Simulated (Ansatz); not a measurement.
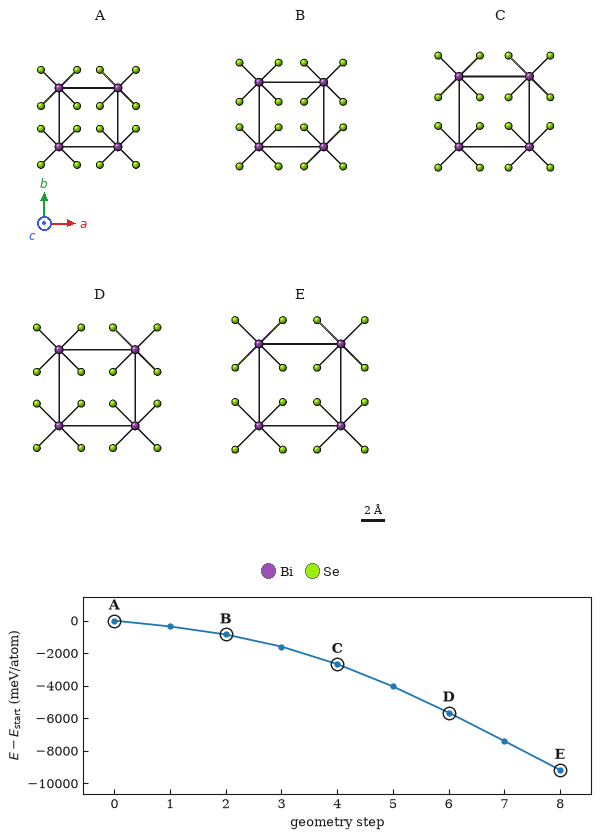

Frames of a relaxation of a crystal of BiSe4 (a generated structure, set up in P-43m), marked on the history of the run. A ball-and-stick model of the cell of the calculation, seen along the c axis.

Level of theory: DFT PBE, scalar-relativistic, plane waves, PAW; settings changed (Ansatz 0.2.0).

Input
```yaml
crystal:
  lattice:
    - [5.2136003235, 0.0, 0.0]
    - [0.0, 5.2136003235, 0.0]
    - [0.0, 0.0, 5.2136003235]
  atoms:
    - { symbol: Bi, position: [0.0, 0.0, 0.0] }
    - { symbol: Se, position: [0.3071477827, 0.6928522173, 0.6928522173] }
    - { symbol: Se, position: [0.6928522173, 0.3071477827, 0.6928522173] }
    - { symbol: Se, position: [0.6928522173, 0.6928522173, 0.3071477827] }
    - { symbol: Se, position: [0.3071477827, 0.3071477827, 0.3071477827] }
basis:
  ecutwfc: 420
  ecutrho_ratio: 1
kpoints:
  mp_grid: { grid: [8, 8, 8] }
hamiltonian:
  xc: pbe
scf:
  occupations: { method: gaussian, width: 0.1 }
  max_iter: 100
output:
  forces: true
  eigenvalues: true
  stress: true
relax:
  adjacent_minimum: "off"
  f_tol: 0.01
  max_steps: 80
  cell: { stress_tol: 0.05 }
```

Command:
```bash
ansatz run input.yaml --threads 1 --pin off --max-ram 2560MiB --backend cpu --events-out ev --progress --plain --runs-dir out
```

What happens along the run?

Answer. The run was cut off at its time limit before the relaxation converged, so the last structure is only a point on the way. The input was poor on purpose: a density cutoff under the waves'. The largest moves relative to the cell, 0.20 Å, are those of Se2, Se3, Se4 and Se5. Se5 goes along [−1 −1 −1]. Bi stays in place. The drawn cell changes as follows: a = b = c 5.214 → 7.251 Å (+39.1 %); the volume changes by +169.0 %. Among the contacts that change: Se2–Se3 2.844 → 4.289 Å, Bi1–Se2 2.774 → 3.653 Å. The space group stays P-43m (No. 215). After 8 geometry steps the energy has fallen by 9171 meV per atom. Largest force component: 0.23 eV/Å at the start, 0.1 eV/Å at the end. Pressure: 13.21 GPa at the start and 34.96 GPa at the end. The run took 6.7 min on 1 thread of Intel(R) Xeon(R) Processor @ 2.50GHz (Skylake/Cascade Lake) (shared host), peak memory 0.46 GiB. From step 0 to 2: Se atoms move most (0.04 Å), volume +32.0 %, energy −850 meV per atom. From step 2 to 4: Se atoms move most (0.07 Å), volume +29.4 %, energy −1816 meV per atom. From step 4 to 6: Se atoms move most (0.05 Å), volume +26.6 %, energy −2981 meV per atom. From step 6 to 8: volume +24.4 %, energy −3524 meV per atom.

Limits of the set-up: the cutoff lies below the recommended one.
